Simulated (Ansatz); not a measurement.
**CCSD(T)/aug-cc-pVTZ run of HOF (hypofluorous acid)**

What is the vertical singlet–triplet gap of HOF (hypofluorous acid) at CCSD(T)/aug-cc-pVTZ? 

Program for the calculation: Ansatz 0.2.0.

48 further runs of the same task are left out: 48 set aside as unsound or not needed.

## Step 1: The structure to begin with

HOF: 3 atoms, total charge 0, spin state singlet. As SMILES, `OF`. The coordinates come from a PBE0-D4/def2-TZVP relaxation.

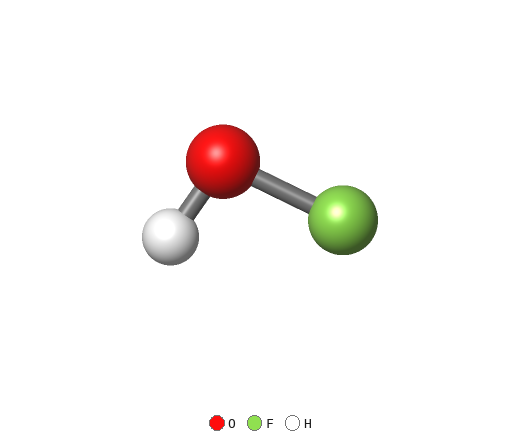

The structure, seen from a chosen angle (oxygen red, fluorine green, hydrogen white).

## Step 2: A single-point energy at CCSD(T)/aug-cc-pVTZ

job.yaml reads:

```yaml
basis:
  gaussian: {orbitals: aug-cc-pVTZ}
crystal:
  periodic: [false, false, false]
  atoms:
    - {symbol: O, position_ang: [0.430590, -0.210340, 0.216330]}
    - {symbol: F, position_ang: [-0.221910, 1.014620, -0.010980]}
    - {symbol: H, position_ang: [-0.208690, -0.804280, -0.205350]}
correlation: {method: ccsd_t, frozen_orbitals: {F: 1, H: 0, O: 1}}
scf: {omitted_lower_state_checks: [cluster_reference, increment]}
accuracy: high
```

On the command line:

```sh
$ ansatz run job.yaml --threads 1 --pin off --max-ram 3480MiB --events-out events.jsonl --progress --plain --runs-dir runs
```

Standard output:

```text
Warning: RAYON_NUM_THREADS=1 ignored (pool sized by the plan → 1); use --threads N
Functional definition: HF
  name "HF"
  exchange = exact_x
  correlation = 0
these checks for a lower state are left out or cut short: cluster_reference, increment
1764 factors; integrals over basis functions are off by at most 3.3e-9 eV
mean field evaluation 1: about -4756.2279 eV, gradient 1.9e1 eV
mean field evaluation 2: about -4756.2282 eV, gradient 1.9e1 eV
mean field evaluation 4: about -4756.8028 eV, gradient 1.1e0 eV
mean field evaluation 8: about -4756.8065 eV, gradient 6.5e-5 eV
mean field -4756.80649270 eV, -174.8094143274 hartree, gradient 9.9e-9 eV, S^2 0.000000; 0 other end points of the search recorded, 0 dependent functions left out
2 core orbitals not correlated: weight in the atoms' cores, before any rotation towards them, 1.000 or more for the frozen orbitals, at most 0.000 for the correlated occupied ones
reference -4756.80649270 eV, -174.8094143274 hartree; 7, 7 occupied and 106, 106 virtual orbitals, 1764 factors
second order -14.06831925 eV of doubles, -0.00000000 eV of singles
cycle   1  -13.77712452 eV  change    2.9e-1 eV  update   7.7e-2
cycle   2  -14.12951661 eV  change   -3.5e-1 eV  update   2.5e-2
cycle   3  -14.21379856 eV  change   -8.4e-2 eV  update   1.1e-2
cycle   4  -14.20309318 eV  change    1.1e-2 eV  update   2.7e-3
cycle   5  -14.20312715 eV  change   -3.4e-5 eV  update   1.1e-3
cycle   6  -14.20395733 eV  change   -8.3e-4 eV  update   3.9e-4
cycle   7  -14.20373739 eV  change    2.2e-4 eV  update   1.6e-4
cycle   8  -14.20370874 eV  change    2.9e-5 eV  update   6.8e-5
cycle   9  -14.20372933 eV  change   -2.1e-5 eV  update   3.3e-5
cycle  10  -14.20371013 eV  change    1.9e-5 eV  update   1.5e-5
cycle  11  -14.20372063 eV  change   -1.0e-5 eV  update   6.9e-6
cycle  12  -14.20372234 eV  change   -1.7e-6 eV  update   3.3e-6
cycle  13  -14.20372439 eV  change   -2.0e-6 eV  update   1.6e-6
cycle  14  -14.20372551 eV  change   -1.1e-6 eV  update   5.7e-7
cycle  15  -14.20372535 eV  change    1.6e-7 eV  update   2.0e-7
cycle  16  -14.20372510 eV  change    2.5e-7 eV  update   8.7e-8
cycle  17  -14.20372513 eV  change   -2.7e-8 eV  update   3.9e-8
cycle  18  -14.20372516 eV  change   -3.4e-8 eV  update   2.5e-8
cycle  19  -14.20372528 eV  change   -1.2e-7 eV  update   1.1e-7
cycle  20  -14.20372528 eV  change    3.4e-9 eV  update   2.5e-8
cycle  21  -14.20372529 eV  change   -1.3e-8 eV  update   8.9e-9
cycle  22  -14.20372529 eV  change  -3.5e-10 eV  update   3.3e-9
cycle  23  -14.20372529 eV  change  -7.2e-10 eV  update   1.1e-9
perturbative correction -0.52412293 eV, -0.0192611626 hartree
Total energy: -4771.53434092 eV, -175.3506527669 hartree
Checks for a lower state left out: cluster_reference, increment
```

Run time: 11 s. Hardware: 1 thread of Arm Neoverse V2, shared host; peak memory 0.84 GiB.

## Step 3: The triplet

in.yaml reads:

```yaml
crystal:
  periodic: [false, false, false]
  atoms:
    - symbol: O
      position_ang: [0.430590, -0.210340, 0.216330]
    - symbol: F
      position_ang: [-0.221910, 1.014620, -0.010980]
    - symbol: H
      position_ang: [-0.208690, -0.804280, -0.205350]
basis:
  gaussian: {orbitals: aug-cc-pVTZ}
magnetization: {spin_polarized: true, initial_magnetization: 2}
correlation: {method: ccsd_t, frozen_orbitals: {F: 1, H: 0, O: 1}}
accuracy: high
scf: {omitted_lower_state_checks: [cluster_reference, increment]}
```

On the command line:

```sh
$ ansatz run in.yaml --threads 1 --pin off --max-ram 3480MiB --events-out events.jsonl --progress --plain --runs-dir runs
```

Standard output:

```text
Warning: RAYON_NUM_THREADS=1 ignored (pool sized by the plan → 1); use --threads N
[... 4 set-up lines as earlier in the session ...]
these checks for a lower state are left out or cut short: cluster_reference, increment
1764 factors; integrals over basis functions are off by at most 3.3e-9 eV
mean field evaluation 1: about -4752.4649 eV, gradient 1.5e1 eV
mean field evaluation 2: about -4752.4655 eV, gradient 1.5e1 eV
mean field evaluation 4: about -4753.4324 eV, gradient 3.1e0 eV
mean field evaluation 8: about -4753.6345 eV, gradient 4.7e-1 eV
mean field evaluation 16: about -4753.6435 eV, gradient 1.8e-7 eV
mean field -4753.64353900 eV, -174.6931779228 hartree, gradient 2.1e-8 eV, S^2 2.027569; 0 other end points of the search recorded, 0 dependent functions left out
2 core orbitals not correlated: weight in the atoms' cores, before any rotation towards them, 1.000 or more for the frozen orbitals, at most 0.000 for the correlated occupied ones
reference -4753.64353900 eV, -174.6931779228 hartree; 8, 6 occupied and 105, 107 virtual orbitals, 1764 factors
second order -12.78868889 eV of doubles, -0.00000000 eV of singles
cycle   1  -12.79951463 eV  change   -1.1e-2 eV  update   9.7e-2
cycle   2  -13.14972955 eV  change   -3.5e-1 eV  update   3.5e-2
cycle   3  -13.29518912 eV  change   -1.5e-1 eV  update   3.5e-2
cycle   4  -13.31789153 eV  change   -2.3e-2 eV  update   2.1e-2
cycle   5  -13.33603379 eV  change   -1.8e-2 eV  update   1.1e-2
cycle   6  -13.34899223 eV  change   -1.3e-2 eV  update   4.2e-3
cycle   7  -13.35101736 eV  change   -2.0e-3 eV  update   1.6e-3
cycle   8  -13.35096678 eV  change    5.1e-5 eV  update   7.9e-4
cycle   9  -13.35133393 eV  change   -3.7e-4 eV  update   3.5e-4
cycle  10  -13.35119408 eV  change    1.4e-4 eV  update   1.4e-4
cycle  11  -13.35120096 eV  change   -6.9e-6 eV  update   6.5e-5
cycle  12  -13.35131573 eV  change   -1.1e-4 eV  update   2.7e-5
cycle  13  -13.35130047 eV  change    1.5e-5 eV  update   1.6e-5
cycle  14  -13.35131752 eV  change   -1.7e-5 eV  update   9.3e-6
cycle  15  -13.35131245 eV  change    5.1e-6 eV  update   5.6e-6
cycle  16  -13.35130687 eV  change    5.6e-6 eV  update   2.8e-6
cycle  17  -13.35130741 eV  change   -5.4e-7 eV  update   1.2e-6
cycle  18  -13.35130812 eV  change   -7.1e-7 eV  update   4.6e-7
cycle  19  -13.35130852 eV  change   -4.1e-7 eV  update   2.4e-7
cycle  20  -13.35130880 eV  change   -2.8e-7 eV  update   1.0e-7
cycle  21  -13.35130880 eV  change    7.6e-9 eV  update   6.8e-8
cycle  22  -13.35130877 eV  change    2.4e-8 eV  update   3.5e-8
cycle  23  -13.35130878 eV  change   -7.8e-9 eV  update   7.5e-8
cycle  24  -13.35130876 eV  change    1.6e-8 eV  update   2.1e-8
cycle  25  -13.35130877 eV  change   -4.0e-9 eV  update   8.5e-9
cycle  26  -13.35130877 eV  change   4.3e-10 eV  update   4.3e-9
cycle  27  -13.35130877 eV  change   -1.1e-9 eV  update   1.9e-9
cycle  28  -13.35130877 eV  change   -2.1e-9 eV  update   1.1e-9
cycle  29  -13.35130877 eV  change   -1.6e-9 eV  update  5.7e-10
cycle  30  -13.35130877 eV  change  -7.2e-10 eV  update  2.5e-10
perturbative correction -0.47946964 eV, -0.0176201843 hartree
Total energy: -4767.47431741 eV, -175.2014496546 hartree
Checks for a lower state left out: cluster_reference, increment
```

Wall time 40 s (1 thread of Arm Neoverse V2, shared host); peak memory 1.6 GiB.

## Step 4: What came out

Level: CCSD(T)/aug-cc-pVTZ, 2 core orbitals frozen.

| quantity | value |
| --- | --- |
| singlet: total energy | -175.35065 Eh |
| singlet: correlation energy (2 core orbitals frozen) | -541.2 mEh |
| singlet: (T) correction | -19.26 mEh |
| singlet: T1 diagnostic | 0.013 |
| triplet: total energy | -175.20145 Eh |
| triplet: correlation energy (2 core orbitals frozen) | -508.3 mEh |
| triplet: (T) correction | -17.62 mEh |
| triplet: ⟨S²⟩ of the reference determinant | 2.028 |
| triplet: T1 diagnostic | 0.045 |
| vertical energy of the triplet above the singlet | 4.060 eV |

At this shape the triplet lies 4.06 eV (94 kcal/mol) above the singlet. The triples (singlet) make up 3.6 % of the correlation energy. The triples (triplet) make up 3.5 % of the correlation energy.
